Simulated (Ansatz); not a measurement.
**A hypothetical structure for YCrIn**

Starting from a made-up structure for YCrIn, the aim is the relaxed cell, its shortest contacts and, where a second run follows, its electronic structure.

Method: DFT, PBEsol, plane-wave PAW, files of the set soft_1, scalar-relativistic, ferromagnetic start, cell and ions relaxed at zero pressure; PAW set soft_1, in the first sound run; inputs show where later runs differ, in Ansatz 0.2.0.

## Step 1: The structure

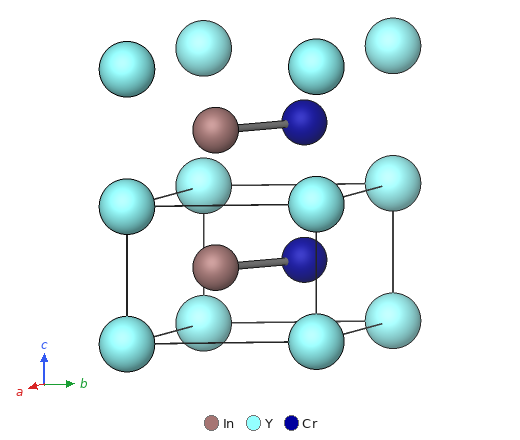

Start, viewed slightly off an axis; indium brown, yttrium light teal, chromium blue. 1×1×2 cells are drawn. Some periodic images of atoms are drawn too.

## Step 2: Relaxation of the guess

The guess takes its coordinates from another compound and its volume from a rule, so the cell and any free coordinates are relaxed together.

File input.yaml:

```yaml
crystal:
  lattice:
    - [4.808, 0.0, 0.0]
    - [-2.404, 4.163850141, 0.0]
    - [0.0, 0.0, 3.494]
  atoms:
    - { symbol: In, position: [0.666666667, 0.333333333, 0.5] }
    - { symbol: "Y", position: [0.0, 0.0, 0.0] }
    - { symbol: Cr, position: [0.333333333, 0.666666667, 0.5], spin: 3.0 }
magnetization:
  spin_polarized: true
kpoints:
  mp_grid: { grid: [7, 7, 8] }
scf:
  occupations: { method: fermi_dirac, width: 0.05 }
hamiltonian:
  xc: pbesol
  pseudopotentials: { kind: paw, azcp: { folder: soft_1 }, xc_functional: pbe }
relax:
  f_tol: 0.015
  max_steps: 70
  cell: {}
output:
  forces: true
  stress: true
```

Launch:

```sh
$ ansatz run input.yaml --threads 4 --pin off --max-ram 8192MiB --backend cpu --events-out ev --progress --plain --runs-dir out
```

Numbers of over 12 decimals in the logs are rounded to 6 here.

Output:

```text
Engine: ansatz 0.2.0, x86_64-unknown-linux-gnu
Pseudopotentials: kind: paw
Pseudopotential: In, paw, valence charge 13, recommended cutoff 420 eV (normal), soft_1/In.paw.azcp
Pseudopotential: Y, paw, valence charge 11, recommended cutoff 420 eV (normal), soft_1/Y.paw.azcp
Pseudopotential: Cr, paw, valence charge 14, recommended cutoff 420 eV (normal), soft_1/Cr.paw.azcp
Functional definition: PBEsol
  exchange = pbesol_x
  correlation = pbesol_c
Crystal: 3 atoms, lattice volume = 69.949 Å³
Basis set: ecut = 420 eV, 1307 PW (Γ), exchange–correlation on 72×72×48 points (8 copies of the dense FFT grid, shifted against one another)
Bands: 25, of which v1, the nominal top of the filled ones, is band 19 counted from 1 (18 counted from 0)
Symmetry: 12 space group operations
Space group: P-6m2 (ITA 187), of the structure as read, at distance tolerance 4.1e-5 Å
Magnetic group: BNS 187.209 (UNI 1439), of the structure as read, at distance tolerance 4.1e-5 Å
k-points: 40 of 392 (time reversal used)
Non-local potential: In, projectors of the file, l = 0: 2, l = 1: 2, l = 2: 2, l = 3: 1
Non-local potential: Y, projectors of the file, l = 0: 3, l = 1: 2, l = 2: 2, l = 3: 1
Non-local potential: Cr, projectors of the file, l = 0: 3, l = 1: 2, l = 2: 3, l = 3: 1
PAW form: soft (Blöchl's): semilocal exchange-correlation on the pseudo side does not see the compensation charge
PAW frozen core: In, regenerated for the run's functional, and the local potential with it (the file was generated under x = pbe(κ = 0.804, μ = 0.219515), c = pbe(β = 0.066725))
PAW frozen core: Y, regenerated for the run's functional, and the local potential with it (the file was generated under x = pbe(κ = 0.804, μ = 0.219515), c = pbe(β = 0.066725))
PAW frozen core: Cr, regenerated for the run's functional, and the local potential with it (the file was generated under x = pbe(κ = 0.804, μ = 0.219515), c = pbe(β = 0.066725))
PAW one-centre angular grid: In, 590 points (default); XC on 64 Gauss nodes
PAW one-centre angular grid: Y, 590 points (default); XC on 64 Gauss nodes
PAW one-centre angular grid: Cr, 590 points (default); XC on 64 Gauss nodes
Initial density: superposition of atomic densities (chi_scale 0.1, normalization cell)
Starting moments: Σ|m| = 3 μB on 1 of 3 sites
Initial wavefunctions: pseudopotential atomic-orbital guess
Functional: x = pbesol(κ = 0.804, μ = 0.123457), c = pbesol(β = 0.046)
SCF iter   1: F=—  HF=-12669.506617 eV  |F-HF|=—  |Δ(HF+E_count)|=         —  Δρ=4.65e-2 (↑4.65e-2 ↓4.34e-2)  dr2=6.49e0  dr2_m=3.33e-2  M=3.278 μB ∫|m|=3.513 μB  β_m=0.30  ethr=3.10e-3  ⟨swp⟩=5.8  Hψ=7753  notcnv=0
Mixer restart at iter 1: flushing history
preconditioner: auto → Kerker (q_TF=auto, 2.464 Å⁻¹)  [metal: Δε(μ)=0.024 eV  Ē_g=12.456 eV  σ=0.050 eV  W_gap=0.12  n_scr=20 (ndim 8)  ℏωp=23.5 eV  f_vac=0.000  D(μ)=2.74/eV (n_scr^D=26)]
spin=Collinear: Kerker preconditioning applied to the charge; magnetization (m = ρ↑ − ρ↓) channel mixes plain (no charge-response kernel on spin).
SCF iter   2: F=—  HF=-12669.508071 eV  |F-HF|=—  |Δ(HF+E_count)|=   1.45e-3  Δρ=2.69e-2 (↑1.39e-2 ↓2.69e-2)  dr2=1.16e0  dr2_m=1.02e-1  M=3.351 μB ∫|m|=3.636 μB  β_m=0.38  ethr=3.10e-3  ⟨swp⟩=2.5  Hψ=4589  notcnv=0  defer=26
SCF iter   3: F=—  HF=-12669.419242 eV  |F-HF|=—  |Δ(HF+E_count)|=   8.88e-2  Δρ=1.59e-2 (↑1.56e-2 ↓1.59e-2)  dr2=1.91e-1  dr2_m=1.18e-1  M=3.450 μB ∫|m|=3.810 μB  β_m=0.69  ethr=3.05e-3  ⟨swp⟩=2.2  Hψ=2911  notcnv=0  defer=26
SCF iter   4: F=—  HF=-12669.542621 eV  |F-HF|=—  |Δ(HF+E_count)|=         —  Δρ=2.29e-2 (↑2.29e-2 ↓9.56e-3)  dr2=1.57e-1  dr2_m=1.64e-1  M=3.994 μB ∫|m|=4.460 μB  β_m=0.69  ethr=5.02e-4  ⟨swp⟩=2.3  Hψ=3821  notcnv=0  defer=26
Mixer restart at iter 4: flushing history
SCF iter   5: F=—  HF=-12669.527409 eV  |F-HF|=—  |Δ(HF+E_count)|=   1.52e-2  Δρ=4.50e-3 (↑4.50e-3 ↓3.45e-3)  dr2=2.41e-2  dr2_m=1.92e-3  M=3.947 μB ∫|m|=4.420 μB  β_m=0.66  ethr=4.12e-4  ⟨swp⟩=2.6  Hψ=4393  notcnv=0  defer=33
SCF iter   6: F=—  HF=-12669.526956 eV  |F-HF|=—  |Δ(HF+E_count)|=   4.53e-4  Δρ=6.01e-3 (↑6.01e-3 ↓2.31e-3)  dr2=1.48e-2  dr2_m=1.03e-2  M=4.028 μB ∫|m|=4.503 μB  β_m=0.70  ethr=6.34e-5  ⟨swp⟩=2.0  Hψ=4228  notcnv=0  defer=41
SCF iter   7: F=—  HF=-12669.524701 eV  |F-HF|=—  |Δ(HF+E_count)|=   2.25e-3  Δρ=6.83e-4 (↑4.90e-4 ↓6.83e-4)  dr2=1.30e-3  dr2_m=7.31e-5  M=4.032 μB ∫|m|=4.510 μB  β_m=0.85  ethr=3.90e-5  ⟨swp⟩=2.0  Hψ=3520  notcnv=0  defer=41
SCF iter   8: F=—  HF=-12669.524931 eV  |F-HF|=—  |Δ(HF+E_count)|=   2.30e-4  Δρ=1.98e-4 (↑1.98e-4 ↓1.85e-4)  dr2=1.33e-4  dr2_m=1.02e-5  M=4.046 μB ∫|m|=4.525 μB  β_m=0.92  ethr=3.42e-6  ⟨swp⟩=1.9  Hψ=2563  notcnv=0  defer=41
SCF iter   9: F=—  HF=-12669.524943 eV  |F-HF|=—  |Δ(HF+E_count)|=   1.19e-5  Δρ=2.30e-4 (↑2.30e-4 ↓5.86e-5)  dr2=5.83e-5  dr2_m=6.68e-6  M=4.051 μB ∫|m|=4.530 μB  β_m=0.96  ethr=3.49e-7  ⟨swp⟩=2.0  Hψ=2502  notcnv=0  defer=41
SCF iter  10: F=—  HF=-12669.524948 eV  |F-HF|=—  |Δ(HF+E_count)|=   5.12e-6  Δρ=3.17e-5 (↑3.17e-5 ↓2.85e-5)  dr2=3.07e-6  dr2_m=1.55e-8  M=4.051 μB ∫|m|=4.530 μB  β_m=0.86  ethr=1.53e-7  ⟨swp⟩=2.2  Hψ=2704  notcnv=0  defer=41
SCF iter  11: F=—  HF=-12669.524947 eV  |F-HF|=—  |Δ(HF+E_count)|=   6.42e-7  Δρ=8.64e-6 (↑7.74e-6 ↓8.64e-6)  dr2=4.95e-8  dr2_m=3.57e-8  M=4.051 μB ∫|m|=4.530 μB  β_m=0.93  ethr=8.09e-9  ⟨swp⟩=2.0  Hψ=2809  notcnv=0  defer=41
SCF iter  12: F=-12669.524947 eV  HF=-12669.524947 eV  |F-HF|=6.99e-8  |Δ(HF+E_count)|=   3.63e-8  Δρ=7.27e-6 (↑7.27e-6 ↓1.82e-6)  dr2=7.81e-8  dr2_m=6.39e-9  M=4.051 μB ∫|m|=4.530 μB  ethr=1.30e-10  ⟨swp⟩=2.0  Hψ=6505  notcnv=0
SCF 1 converged in 12 iterations: F = -12669.524947 eV  dr2 = 7.81e-8
  greatest PAW one-centre occupation: 1.000 electrons in one spin orbital (limit 2), on the Cr atom at site 2 (counted from 0), in its partial waves of l = 0
relax step   1: F+E_penalty+E_count = -12669.52494710 eV  Δ(F+E_penalty+E_count) = +0.000e0 eV  max|allowed force component| = 8.905e-17 eV/Å  Δτ_max = 0.0000 Å  P = -1.679 GPa  Ω = 69.949 Å³  (12 SCF iters, dr2 threshold 1.00e-7 eV, accepted)
Crystal: 3 atoms, lattice volume = 67.023 Å³
Basis set: ecut = 420 eV, 1277 PW (Γ), exchange–correlation on 72×72×48 points (8 copies of the dense FFT grid, shifted against one another)
Initial density: handed on by an earlier stage of this run
Starting moments: Σ|m| = 3 μB on 1 of 3 sites; this step starts from the density that it was given
Initial wavefunctions: those handed on with the density
iter 1 solved again at ethr=1.53e-4 eV; its pass at ethr=3.10e-3 eV (dr2=5.82e-2 eV) is discarded
[...]
SCF iter   3: F=—  HF=-12669.539045 eV  |F-HF|=—  |Δ(HF+E_count)|=   6.40e-5  Δρ=4.35e-4 (↑4.35e-4 ↓3.55e-4)  dr2=1.75e-5  dr2_m=9.27e-5  M=3.953 μB ∫|m|=4.431 μB  β_m=0.51  ethr=3.93e-6  ⟨swp⟩=2.0  Hψ=3780  notcnv=0
SCF iter   4: F=—  HF=-12669.539049 eV  |F-HF|=—  |Δ(HF+E_count)|=   3.65e-6  Δρ=9.13e-5 (↑4.22e-5 ↓9.13e-5)  dr2=1.54e-5  dr2_m=1.16e-6  M=3.954 μB ∫|m|=4.431 μB  β_m=0.45  ethr=4.60e-8  ⟨swp⟩=2.0  Hψ=3371  notcnv=0
SCF iter   5: F=—  HF=-12669.539059 eV  |F-HF|=—  |Δ(HF+E_count)|=   1.07e-5  Δρ=3.08e-5 (↑2.20e-5 ↓3.08e-5)  dr2=2.29e-6  dr2_m=1.33e-7  M=3.954 μB ∫|m|=4.432 μB  β_m=0.72  ethr=4.06e-8  ⟨swp⟩=2.1  Hψ=2658  notcnv=0
SCF iter   6: F=—  HF=-12669.539069 eV  |F-HF|=—  |Δ(HF+E_count)|=   9.49e-6  Δρ=1.06e-5 (↑1.06e-5 ↓6.64e-6)  dr2=1.13e-7  dr2_m=2.35e-8  M=3.954 μB ∫|m|=4.432 μB  β_m=0.70  ethr=6.03e-9  ⟨swp⟩=2.0  Hψ=3440  notcnv=0
SCF iter   7: F=—  HF=-12669.539069 eV  |F-HF|=—  |Δ(HF+E_count)|=   1.03e-7  Δρ=5.57e-6 (↑5.57e-6 ↓2.54e-6)  dr2=4.86e-8  dr2_m=4.47e-9  M=3.954 μB ∫|m|=4.432 μB  β_m=0.73  ethr=2.97e-10  ⟨swp⟩=2.0  Hψ=3327  notcnv=0
SCF iter   8: F=—  HF=-12669.539069 eV  |F-HF|=—  |Δ(HF+E_count)|=   1.86e-7  Δρ=4.83e-6 (↑4.83e-6 ↓1.29e-6)  dr2=1.41e-8  dr2_m=4.82e-9  M=3.954 μB ∫|m|=4.432 μB  β_m=0.85  ethr=1.28e-10  ⟨swp⟩=2.4  Hψ=3135  notcnv=0
SCF iter   9: F=-12669.539069 eV  HF=-12669.539069 eV  |F-HF|=9.89e-8  |Δ(HF+E_count)|=   6.40e-8  Δρ=8.87e-6 (↑8.87e-6 ↓1.83e-6)  dr2=1.08e-7  dr2_m=8.93e-9  M=3.954 μB ∫|m|=4.432 μB  ethr=3.71e-11  ⟨swp⟩=1.0  Hψ=5874  notcnv=0
SCF 3 converged in 9 iterations: F = -12669.539069 eV  dr2 = 1.08e-7
relax step   3: F+E_penalty+E_count = -12669.53906900 eV  Δ(F+E_penalty+E_count) = -1.519e-3 eV  max|allowed force component| = 6.630e-17 eV/Å  Δτ_max = 0.0000 Å  P = +0.014 GPa  Ω = 67.704 Å³  energy of the carried Pulay correction = +2.303e-4 eV  (9 SCF iters, dr2 threshold 3.00e-7 eV, accepted)
[...]
relax step   4: F+E_penalty+E_count = -12669.53909146 eV  Δ(F+E_penalty+E_count) = -2.246e-5 eV  max|allowed force component| = 1.395e-16 eV/Å  Δτ_max = 0.0000 Å  P = +0.001 GPa  Ω = 67.695 Å³  energy of the carried Pulay correction = +2.317e-4 eV  (8 SCF iters, dr2 threshold 7.72e-9 eV, accepted)
Initial wavefunctions: pseudopotential atomic-orbital guess (no wavefunctions were taken with the density)
iter 1 solved again at ethr=3.51e-8 eV; its pass at ethr=3.10e-3 eV (dr2=1.33e-5 eV) is discarded
SCF iter   1: F=—  HF=-12669.538861 eV  |F-HF|=—  |Δ(HF+E_count)|=         —  Δρ=2.11e-5 (↑2.11e-5 ↓1.46e-5)  dr2=3.21e-7  dr2_m=5.76e-8  M=3.954 μB ∫|m|=4.431 μB  β_m=0.65  ethr=3.51e-8  ⟨swp⟩=3.8  Hψ=13690  notcnv=0
preconditioner: auto → none  [metal: Δε(μ)=0.010 eV  Ē_g=12.898 eV  σ=0.050 eV  W_gap=0.05  n_scr=8 (ndim 8)  ℏωp=23.9 eV  f_vac=0.000  D(μ)=2.66/eV (n_scr^D=26)]
SCF iter   2: F=—  HF=-12669.538862 eV  |F-HF|=—  |Δ(HF+E_count)|=   7.11e-7  Δρ=1.53e-5 (↑1.53e-5 ↓5.97e-6)  dr2=2.56e-7  dr2_m=2.83e-8  M=3.954 μB ∫|m|=4.431 μB  β_m=0.40  ethr=8.46e-10  ⟨swp⟩=2.0  Hψ=3072  notcnv=0
SCF iter   3: F=—  HF=-12669.538862 eV  |F-HF|=—  |Δ(HF+E_count)|=   1.40e-7  Δρ=5.35e-6 (↑5.35e-6 ↓4.61e-6)  dr2=1.21e-8  dr2_m=3.73e-9  M=3.954 μB ∫|m|=4.431 μB  β_m=0.47  ethr=6.75e-10  ⟨swp⟩=2.0  Hψ=3410  notcnv=0
SCF iter   4: F=—  HF=-12669.538862 eV  |F-HF|=—  |Δ(HF+E_count)|=   3.28e-8  Δρ=1.88e-6 (↑1.88e-6 ↓1.27e-6)  dr2=3.39e-9  dr2_m=4.48e-10  M=3.954 μB ∫|m|=4.431 μB  β_m=0.54  ethr=3.18e-11  ⟨swp⟩=2.1  Hψ=2633  notcnv=0
SCF iter   5: F=—  HF=-12669.538862 eV  |F-HF|=—  |Δ(HF+E_count)|=   2.30e-8  Δρ=1.55e-6 (↑1.55e-6 ↓4.65e-7)  dr2=2.48e-9  dr2_m=3.84e-10  M=3.954 μB ∫|m|=4.431 μB  β_m=0.77  ethr=8.92e-12  ⟨swp⟩=2.0  Hψ=3425  notcnv=0
SCF iter   6: F=—  HF=-12669.538862 eV  |F-HF|=—  |Δ(HF+E_count)|=   1.47e-8  Δρ=8.09e-7 (↑8.09e-7 ↓2.82e-7)  dr2=5.48e-10  dr2_m=1.38e-10  M=3.954 μB ∫|m|=4.431 μB  β_m=0.72  ethr=6.52e-12  ⟨swp⟩=2.0  Hψ=3556  notcnv=0
SCF iter   7: F=—  HF=-12669.538862 eV  |F-HF|=—  |Δ(HF+E_count)|=  9.64e-10  Δρ=3.88e-7 (↑3.88e-7 ↓2.09e-7)  dr2=8.77e-11  dr2_m=4.61e-11  M=3.954 μB ∫|m|=4.431 μB  β_m=0.71  ethr=1.44e-12  ⟨swp⟩=2.0  Hψ=3434  notcnv=0
SCF iter   8: F=—  HF=-12669.538862 eV  |F-HF|=—  |Δ(HF+E_count)|=  5.09e-11  Δρ=8.46e-8 (↑6.59e-8 ↓8.46e-8)  dr2=4.63e-12  dr2_m=3.04e-12  M=3.954 μB ∫|m|=4.431 μB  β_m=0.82  ethr=1.00e-12  ⟨swp⟩=2.0  Hψ=3251  notcnv=0
SCF iter   9: F=—  HF=-12669.538862 eV  |F-HF|=—  |Δ(HF+E_count)|=  2.91e-11  Δρ=3.64e-8 (↑3.64e-8 ↓3.29e-8)  dr2=8.29e-13  dr2_m=6.11e-13  M=3.954 μB ∫|m|=4.431 μB  β_m=0.86  ethr=1.00e-12  ⟨swp⟩=1.1  Hψ=2006  notcnv=0
SCF iter  10: F=-12669.538862 eV  HF=-12669.538862 eV  |F-HF|=5.46e-12  |Δ(HF+E_count)|=  1.82e-12  Δρ=6.73e-8 (↑6.73e-8 ↓1.27e-8)  dr2=5.81e-12  dr2_m=4.90e-13  M=3.954 μB ∫|m|=4.431 μB  ethr=1.00e-12  ⟨swp⟩=3.4  Hψ=6982  notcnv=0
SCF 5 converged in 10 iterations: F = -12669.538862 eV  dr2 = 5.81e-12
relax step   5: F+E_penalty+E_count = -12669.53886216 eV  Δ(F+E_penalty+E_count) = +2.293e-4 eV  max|allowed force component| = 1.395e-16 eV/Å  Δτ_max = 0.0000 Å  P = +0.001 GPa  Ω = 67.695 Å³  stress off target by 3.55e-3 GPa  SCF on the basis re-selected at this cell (its energy is not comparable with the rows above)  (10 SCF iters)
basis re-selected at this cell: Δ(F+E_penalty+E_count) = +2.293e-4 eV, ΔP = +0.000 GPa vs the last step (what re-selecting the basis moved, of the pressure what is left beyond the Pulay correction that the steps carried, after the strain that the cell walked since its last selection, with what the two solves' SCF thresholds leave and, on support functions, any second-order correction that the steps lacked; it is no m [...]
SCF converged after 10 iterations
Magnetization: 3.9542 μB (20.9771 up, 17.0229 down)
Absolute magnetization: 4.4398 μB (∫|ρ↑−ρ↓|, with the PAW one-centre terms)
Spin contamination: 0.2580 ħ² per cell (⟨S²⟩ above its minimum at these occupations)
Per-site moments (μB) at R_I (Å): [(-0.030147, 1.140440), (0.00342283, 1.339745), (3.479608, 1.140440)]
Free energy (F): -12669.538862 eV
Harris-Foulkes:  -12669.538862 eV  (|F-HF|=5.46e-12)
Internal energy: -12669.516933 eV  (E = F + TS)
E sigma→0 (E₀):  -12669.527898 eV
Entropy (-TS):   -0.021929 eV (-7.310 meV/atom)
Fermi energy:    11.710022 eV
--- Per-component energies (eV) ---
  E_band       = -336.132698
  E_kinetic    = 836.960995
  E_local      = -3161.651465  (includes V_loc(G=0)·N_el)
  E_nonlocal   = 405.889935
  E_hartree    = 1308.146210
  E_xc         = -433.523249
  E_vxc        = -440.872830  (∫ρ·V_xc dr)
  E_paw        = -8096.696495  (= ΣΔE_a)
  E_vpaw       = -592.752661  (= ΣTr[D̂ρ^β])
  E_aug_tail   = 0.001030  (compensation charges beyond the density's cutoff)
  E_ewald      = -3529.188571
  E_core_change = 0.544677  (= ΣΔE_core)
  E_smearing   = -0.021929  (= −TS)
  E_closure    = -0.000000  (closes the sum)
  Σ components = -12669.538862   (vs F -12669.538862, Δ=0.00e0)
--- Forces (eV/Å), atoms counted from 1 ---
  atom   1  In     0.00000000    -0.00000000    -0.00000000
  atom   2  Y      0.00000000    -0.00000000     0.00000000
  atom   3  Cr     0.00000000    -0.00000000    -0.00000000
  max |Σ_I F_I| component: 3.03e-16 eV/Å
--- Stress (GPa, compression-positive) ---
        0.003330      -0.000000      -0.000000
       -0.000000       0.003330       0.000000
       -0.000000       0.000000      -0.003548
  P = ⅓ Tr σ = 0.0010 GPa (0.010 kbar)
--- Relaxed structure (4 steps of the walk, 4 accepted, 1 SCFs on fresh bases) ---
  F+E_penalty+E_count = -12669.53886216 eV   max|allowed force component| = 1.395e-16 eV/Å   (the final SCF, on the basis selected at the relaxed cell)
  cell:  # Å, volume = 67.6949 Å³
    - [4.788606, 0, 2.5271005701673028e-18]
    - [-2.394303, 4.147054, -1.2635502850836522e-18]
    - [1.836457860354406e-18, 0, 3.408846]
  atoms:
    - { symbol: In, position: [0.666667, 0.333333, 0.5] }
    - { symbol: Y, position: [0, 0, 0] }
    - { symbol: Cr, position: [0.333333, 0.666667, 0.5] }
```

The job ended after 23 s (4 threads of Intel Xeon Platinum 8488C (Sapphire Rapids), shared host; peak memory 0.58 GiB).

The steps of the relaxation:

```tsv
step	energy less that of the first step (eV)	largest force component (eV/Å)	pressure (GPa)	volume (Å³)
1	0.0000	0.0000	-1.68	69.95
2	-0.0126	0.0000	0.69	67.02
3	-0.0141	0.0000	0.01	67.70
4	-0.0141	0.0000	0.00	67.69
5*	-0.0139	0.0000	0.00	67.69
```

Relaxation steps marked * repeat the geometry before them on a plane-wave basis chosen anew for their cell, so energy and pressure can jump there.

Forces are held to the 12 operations that the run works with; a distortion that breaks them can't arise in this run.

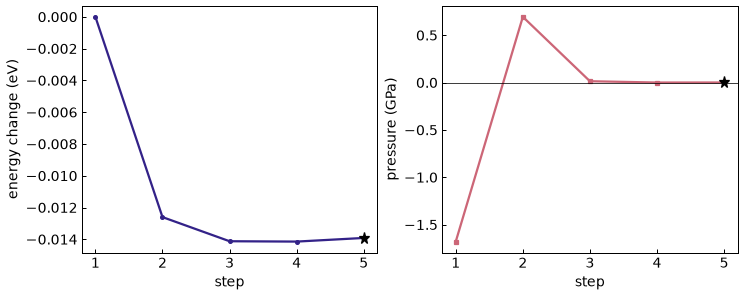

Energy and pressure along the relaxation. Stars mark steps on a basis chosen anew.

```tsv
conventional cell, symmetrised	before	after	change
a (Å)	4.808	4.789	-0.4 %
b (Å)	4.808	4.789	-0.4 %
c (Å)	3.494	3.409	-2.4 %
volume (Å³/atom)	23.32	22.56	-3.2 %
```

Final coordinates:

```xyz
3
Lattice="4.7886 0.0000 0.0000 -2.3943 4.1471 0.0000 0.0000 0.0000 3.4088" Properties=species:S:1:pos:R:3 pbc="T T T"
In    2.3943    1.3824    1.7044
Y     0.0000    0.0000    0.0000
Cr    0.0000    2.7647    1.7044
```

This step gave:

- free energy: -12669.5389 eV
- energy at zero smearing: -12669.5279 eV
- smearing term TS: 0.02193 eV
- Fermi energy: 11.71 eV
- magnetization: 3.954 μB
- absolute magnetization: 4.440 μB
- site moments: -0.03015, 0.003423, 3.480 μB
- electrons: 38
- symmetry operations: 12
- pressure: 0.001037 GPa

Site moment by atom:

```tsv
atom	site moment (μB)
In1	-0.03
Y2	0.00
Cr3	3.48
```

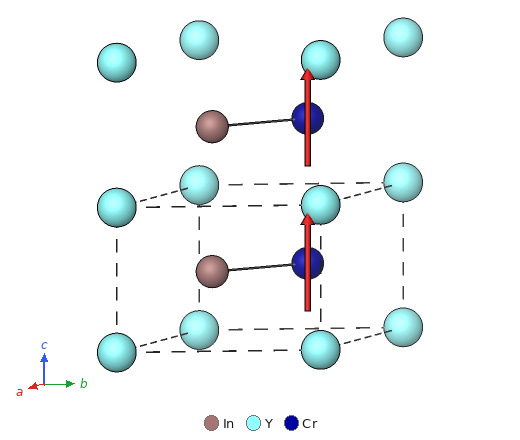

Site moment as arrows, the longest 3.48 μB. Up and down stand for the sign. Arrows give size and sign along the axis of quantisation, drawn up and down the page. 1×1×2 cells are drawn. Some periodic images of atoms are drawn too.

Shortest distances by pair of elements, guess and relaxed (not always the same contact):

```tsv
pair	guess (Å)	relaxed (Å)
Cr–In	2.776	2.765
Cr–Y	3.280	3.248
In–Y	3.280	3.248
In–In	3.494	3.409
Y–Y	3.494	3.409
```

The relaxation ends with a pressure of 0.00 GPa.

(Part 1 of 2 ends here.)

[Logs are printed without paths, hosts, clocks, repeated set-up lines and the standing remarks that a program may print on its own settings, such as how far it seeks lower states.]

[Hosts, paths, dates, database ids (printed as entryN), source tags and the programs' standing remarks are cut or masked in the printed files.]
